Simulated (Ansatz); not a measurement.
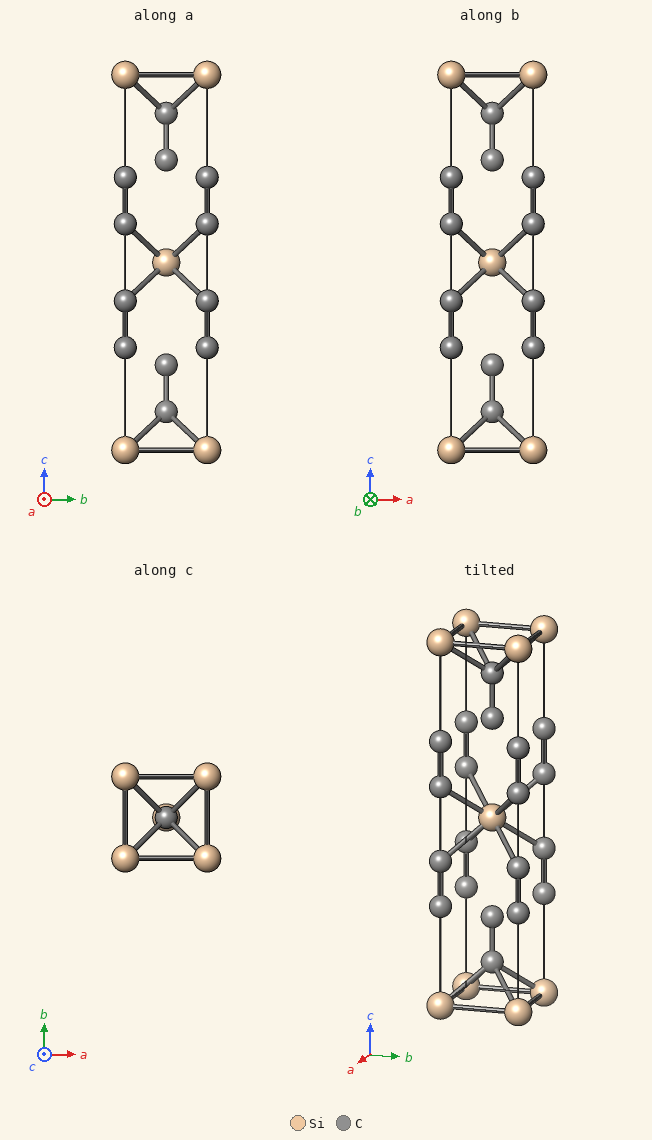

Ball-and-stick representation of a periodic structure, projected along the a axis, along the b axis, along the c axis and slightly off an axis. The wireframe shows the conventional unit cell.

Lattice parameters: a = 2.5132 Å, b = 2.5132 Å, c = 11.5185 Å, α = 90.000°, β = 90.000°, γ = 90.000°.

From the views, write a CIF with its space group and independent sites, with free fractional coordinates to two decimals.

Answer.
```cif
data_structure
_symmetry_space_group_name_H-M 'I 4/m m m'
_symmetry_Int_Tables_number 139
_cell_length_a 2.5132
_cell_length_b 2.5132
_cell_length_c 11.5185
_cell_angle_alpha 90.000
_cell_angle_beta 90.000
_cell_angle_gamma 90.000
_cell_volume 72.75
loop_
_atom_site_label
_atom_site_type_symbol
_atom_site_symmetry_multiplicity
_atom_site_Wyckoff_symbol
_atom_site_fract_x
_atom_site_fract_y
_atom_site_fract_z
_atom_site_occupancy
Si1 Si 2 a 0.00 0.00 0.00 1
C1 C 4 e 0.50 0.50 0.10 1
C2 C 4 e 0.00 0.00 0.27 1
```

Provenance: a structure type filled with these elements by a generator (whether the compound takes this form wasn't checked). Earlier steps of the study may have refined or changed the cell and positions. It went into a calculation with Ansatz.
